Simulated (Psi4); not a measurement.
# SiCl2OF (SMILES [O][Si](F)(Cl)Cl): UCCSD(T)/cc-pVDZ

Aim: the energy change on altering one bond length of SiCl2OF at UCCSD(T)/cc-pVDZ, from 2 runs. 

Program for the calculation: Psi4 1.11.

1 further run of the same task is left out (it didn't finish).

### Step 1. The structure to begin with

SiCl2OF has 5 atoms, charge 0, and is taken as a doublet. As SMILES, `[O][Si](F)(Cl)Cl`. The shape is that of a PBE0-D4/def2-TZVP optimisation.

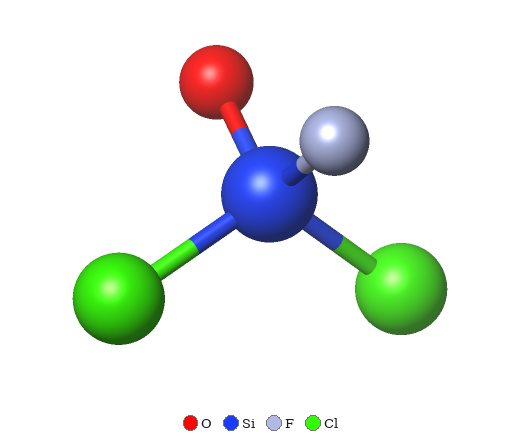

Viewed from a chosen angle; oxygen red, silicon blue, fluorine light blue, chlorine green.

### Step 2. A single-point energy at UCCSD(T)/cc-pVDZ

cl2fosi.xyz reads:

```xyz
5
Cl2FOSi
O      1.205200    -1.120900     0.351000
Si     0.002000    -0.037300     0.071900
F     -0.944500     0.175500     1.311100
Cl    -1.088600    -0.815800    -1.428500
Cl     0.875700     1.725000    -0.347000
```

cl2fosi_ase.py reads:

```python
import numpy as np
from ase.calculators.psi4 import Psi4
from ase.io import read

a = read('cl2fosi.xyz')
calc = Psi4(atoms=a, method='ccsd(t)', basis='cc-pVDZ', memory='2200MB', num_threads=1, charge=0, multiplicity=2, label='psi4-calc', reference='uhf')
calc.psi4.set_options({'puream': True, 'e_convergence': 1e-09, 'd_convergence': 1e-08, 'scf_type': 'pk', 'num_frozen_docc': 17, 'maxiter': 100})
a.calc = calc

print(f'energy: {a.get_potential_energy():.6f} eV')
```

The run is started by

```sh
python cl2fosi_ase.py
```

psi4-calc.dat:

```text
[...]
  Running in c1 symmetry.
[...]
  Nuclear repulsion =  367.622626733640175
[...]
  Multiplicity = 2
[...]
  Nalpha       = 33
  Nbeta        = 32
[...]
    Number of basis functions: 82
[...]
   @UHF iter   1: -1382.03900024578456   -4.04153e-01   7.84035e-03 ADIIS/DIIS
[...]
   @UHF iter  24: -1382.39467289783488   -3.63798e-12   7.87742e-09 DIIS
[...]
   @S^2 Observed:                7.551796569E-01
[...]
    Orbital Energies [Eh]
    ---------------------
    Alpha Occupied:
       1A   -104.866420     2A   -104.866124     3A    -68.961313
       4A    -26.336306     5A    -20.670473     6A    -10.596000
       7A    -10.595700     8A     -8.063308     9A     -8.063060
      10A     -8.060496    11A     -8.060224    12A     -8.060173
      13A     -8.059865    14A     -6.297289    15A     -4.405346
      16A     -4.404837    17A     -4.404531    18A     -1.642471
      19A     -1.422817    20A     -1.157530    21A     -1.134210
      22A     -0.802019    23A     -0.725378    24A     -0.716466
      25A     -0.699759    26A     -0.696319    27A     -0.618777
      28A     -0.597485    29A     -0.570510    30A     -0.527671
      31A     -0.512518    32A     -0.503835    33A     -0.493243
[...]
  @UHF Final Energy: -1382.39467289783488
   => Energetics <=
    Nuclear Repulsion Energy =            367.6226267336401747
    One-Electron Energy =               -2645.8427708160543261
    Two-Electron Energy =                 895.8254711845793281
    Total Energy =                      -1382.3946728978348801
  UHF NO Occupations:
  HONO-2 :   31  A 1.9994681
  HONO-1 :   32  A 1.9986074
[...]
 Multipole Moments:
 ------------------------------------------------------------------------------------
     Multipole            Electronic (a.u.)      Nuclear  (a.u.)        Total (a.u.)
 ------------------------------------------------------------------------------------
 L = 1.  Multiply by 2.5417464519 to convert [e a0] to [Debye]
 Dipole X            :         -0.9915330            0.9665357           -0.0249973
 Dipole Y            :          0.7969702           -0.6700826            0.1268877
 Dipole Z            :          0.0248620           -0.2191697           -0.1943077
 Magnitude           :                                                    0.2334113
[...]
      * MP2 total energy                      = -1383.070157550918111
[...]
      * CCSD total energy                     = -1383.106984249640163
[...]
      * CCSD(T) total energy                     = -1383.121227071860403
```

The script printed:

```text
energy: -37636.645628 eV
```

Run time: 2.9 min. Hardware: 1 thread of AMD EPYC 7B13 (Zen 3), shared host; peak memory 0.48 GiB.

### Step 3. The distorted shape at the same level

run.py reads:

```python
import psi4

psi4.set_memory('2200 MB')
psi4.set_num_threads(1)
psi4.set_output_file('run.log', False)

m = psi4.geometry("""
0 2
O      4.75062597    -0.35280809     4.06571552
Si     2.47690750     1.69489914     3.53829296
F      0.68828172     2.09703286     5.88004157
Cl    -2.05715586    -1.54163857    -2.69947377
Cl     4.12796121     5.02516349     2.74668669
units au
symmetry c1
""")

psi4.set_options({
    'basis': 'cc-pVDZ',
    'reference': 'uhf',
    'puream': True,
    'e_convergence': 1e-09,
    'd_convergence': 1e-08,
    'scf_type': 'pk',
    'num_frozen_docc': 17,
    'maxiter': 100,
})

e, wfn = psi4.energy("ccsd(t)", molecule=m, return_wfn=True)
print('E =', round(e, 9))
```

The run is started by

```sh
python run.py
```

run.log:

```text
[...]
  Running in c1 symmetry.
[...]
  Nuclear repulsion =  293.170697947335157
[...]
  Multiplicity = 2
[...]
  Nalpha       = 33
  Nbeta        = 32
[...]
    Number of basis functions: 82
[...]
   @UHF iter   1: -1381.98973239491420   -1.02062e+00   8.27902e-03 DIIS/ADIIS
[...]
   @UHF iter  94: -1382.23094271929813   -7.62157e-10   8.91933e-09 DIIS
[...]
   @S^2 Observed:                7.557189717E-01
[...]
    Orbital Energies [Eh]
    ---------------------
    Alpha Occupied:
       1A   -104.908933     2A   -104.874198     3A    -68.946908
       4A    -26.349453     5A    -20.559773     6A    -10.631835
       7A    -10.603223     8A     -8.117666     9A     -8.092026
      10A     -8.091903    11A     -8.070369    12A     -8.067404
      13A     -8.067181    14A     -6.282901    15A     -4.389605
      16A     -4.389322    17A     -4.387061    18A     -1.651349
      19A     -1.246023    20A     -1.155527    21A     -1.145098
      22A     -0.798237    23A     -0.720873    24A     -0.714978
      25A     -0.637202    26A     -0.596800    27A     -0.538888
      28A     -0.525605    29A     -0.522487    30A     -0.522137
      31A     -0.513228    32A     -0.462192    33A     -0.437123
[...]
  @UHF Final Energy: -1382.23094271929813
   => Energetics <=
    Nuclear Repulsion Energy =            293.1706979473351566
    One-Electron Energy =               -2497.6180525861509523
    Two-Electron Energy =                 822.2164119195176681
    Total Energy =                      -1382.2309427192981275
  UHF NO Occupations:
  HONO-2 :   31  A 1.9999491
  HONO-1 :   32  A 1.9972243
[...]
 Multipole Moments:
 ------------------------------------------------------------------------------------
     Multipole            Electronic (a.u.)      Nuclear  (a.u.)        Total (a.u.)
 ------------------------------------------------------------------------------------
 L = 1.  Multiply by 2.5417464519 to convert [e a0] to [Debye]
 Dipole X            :         -2.4757049            1.2184909           -1.2572140
 Dipole Y            :          1.1562232           -0.4902301            0.6659930
 Dipole Z            :         -1.0818755            0.1274592           -0.9544163
 Magnitude           :                                                    1.7131971
[...]
      * MP2 total energy                      = -1382.955566329213070
[...]
      * CCSD total energy                     = -1382.982715555005825
[...]
      * CCSD(T) total energy                     = -1383.003938020388659
```

On the terminal:

```text
E = -1383.00393802
```

Run time: 3.6 min. Hardware: 1 thread of AMD EPYC 7B13 (Zen 3), shared host; peak memory 0.47 GiB.

### Step 4. Summary of results

At UCCSD(T)/cc-pVDZ, 17 core orbitals frozen:

| quantity | value |
| --- | --- |
| first shape: total energy | -1383.12123 Eh |
| first shape: HOMO energy (Hartree–Fock orbitals) (highest over α and β) | -13.42 eV |
| first shape: LUMO energy (Hartree–Fock orbitals) (lowest over α and β) | 0.59 eV |
| first shape: correlation energy (17 core orbitals frozen) | -726.6 mEh |
| first shape: (T) correction | -14.24 mEh |
| first shape: ⟨S²⟩ of the reference determinant | 0.755 |
| first shape: T1 diagnostic | 0.019 |
| distorted shape: total energy | -1383.00394 Eh |
| distorted shape: HOMO energy (Hartree–Fock orbitals) (highest over α and β) | -11.89 eV |
| distorted shape: LUMO energy (Hartree–Fock orbitals) (lowest over α and β) | -1.52 eV |
| distorted shape: correlation energy (17 core orbitals frozen) | -773.0 mEh |
| distorted shape: (T) correction | -21.22 mEh |
| distorted shape: ⟨S²⟩ of the reference determinant | 0.756 |
| distorted shape: T1 diagnostic | 0.032 |
| energy change with the Si2–Cl4 bond stretched from 2.012 to 4.426 Å | 3.192 eV |

**Reading.** With the Si2–Cl4 bond stretched from 2.012 to 4.426 Å the energy rises by 3.19 eV (308 kJ/mol). The first shape isn't relaxed at this level, so the change isn't measured from a minimum. The triples (first shape) make up 2.0 % of the correlation energy. The triples (distorted shape) make up 2.7 % of the correlation energy.
